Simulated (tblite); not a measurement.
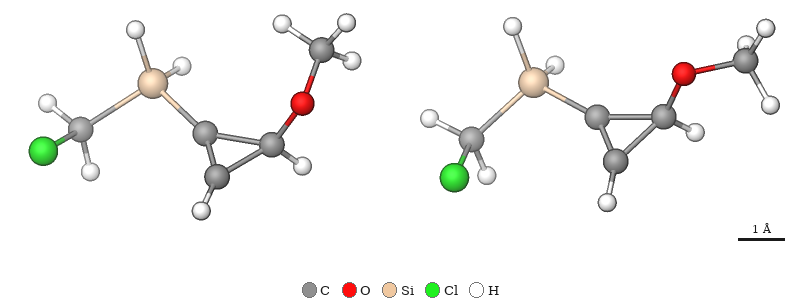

Two geometries of C$_{5}$H$_{9}$ClOSi, drawn at one scale. One is the start of a relaxation, the other its converged end. The picture is a ball-and-stick view, seen at a tilt.

Method: GFN2-xTB geometry optimisation, gas phase in tblite 0.8.0. 

Which one is relaxed?

The left one is the relaxed one. After 175 geometry steps the energy has fallen by 10.6 kcal/mol. An H atom moves most after the best rigid fit: 1.60 Å. By element the largest moves are H 1.60 Å, O 0.76 Å, C 0.65 Å, Cl 0.63 Å, Si 0.45 Å. Some distances before and after: C–Si 1.844 → 1.912 Å, C–H 1.112 → 1.062 Å, H–Si 1.491 → 1.463 Å, C–O 1.378 → 1.399 Å. Among the angles between lasting bonds that change: O–C–H 119.1° → 112.7°, C–C–H 115.3° → 121.4°, C–O–C 107.2° → 113.0°. Groups turn about C–O by about 70°.
